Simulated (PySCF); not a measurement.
# CH10N3PSi2: what the fields show

| atom | x (Å) | y (Å) | z (Å) |
| --- | --- | --- | --- |
| C | -2.8002 | 1.0132 | 0.1144 |
| N | -1.9550 | 0.3326 | -0.4991 |
| Si | -0.2265 | 0.3781 | -0.2319 |
| N | 0.6400 | 1.1887 | -1.4857 |
| P | 0.2509 | 1.5510 | 1.6336 |
| N | 0.2077 | -1.2941 | -0.2653 |
| Si | 1.7746 | -1.9798 | -0.0261 |
| H | -3.8500 | 0.9354 | -0.1541 |
| H | -2.5557 | 1.7019 | 0.9349 |
| H | 0.5549 | 2.1895 | -1.5595 |
| H | 0.6292 | 0.7699 | -2.4010 |
| H | -0.2184 | 0.5750 | 2.4959 |
| H | 1.5494 | 1.0981 | 1.7344 |
| H | -0.5595 | -1.9250 | -0.4221 |
| H | 1.5860 | -3.4190 | -0.2099 |
| H | 2.2539 | -1.6856 | 1.3308 |
| H | 2.7118 | -1.4178 | -0.9992 |

Geometry: GFN2-xTB.

Level of theory: PySCF 2.14.0, PBE0/pcSseg-1, SCF density, gas phase, non-relativistic.

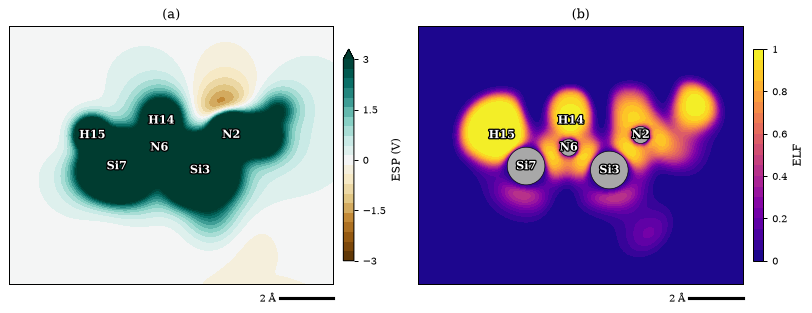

Figure 1. (a) molecular electrostatic potential; (b) ELF on the plane of atoms N6, Si7 and H15. Grey discs cover the atomic cores in the ELF map.

> Read the bonding off the picture.

Atoms in the plane: N, Si and H.
Si–N (1.75 Å): the ELF peaks at about 0.95 between the atoms (a polar covalent bond).
N–H (1.01 Å): the ELF climbs to about 1 towards the hydrogen, as it does in any bond to H; an ordinary covalent bond to hydrogen.
Si–H (1.46 Å): the ELF climbs to about 1 towards the hydrogen.
The ELF also peaks beside N2, away from the bonds: lone-pair regions.
Outside the dense part of the molecule the potential is most negative (−1.6 V) near N2.

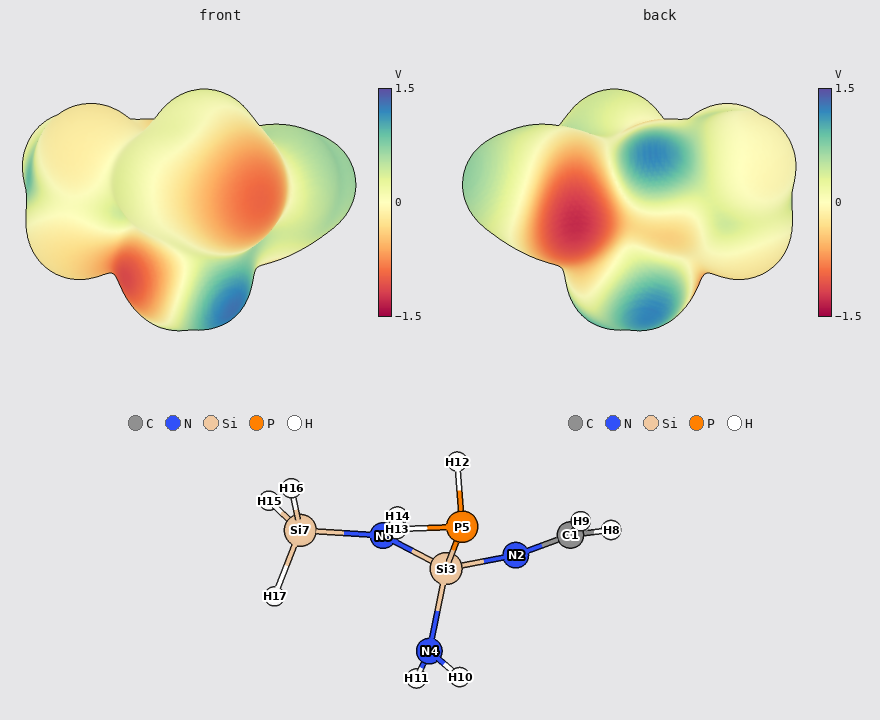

Figure 2. The molecular electrostatic potential painted on the density surface at 0.001 e/bohr³, seen from the front and from behind; red is negative and blue positive. The bare structure is drawn below in the same view.

> Where is the surface potential most negative and most positive?

The most negative region (about −1.3 V) lies over N2, the most positive (about +1.2 V) over H10, H11 and H14. N2 is the likeliest acceptor of a hydrogen bond.

> What dipole moment does the calculation give?

Its dipole moment is 1.13 D.
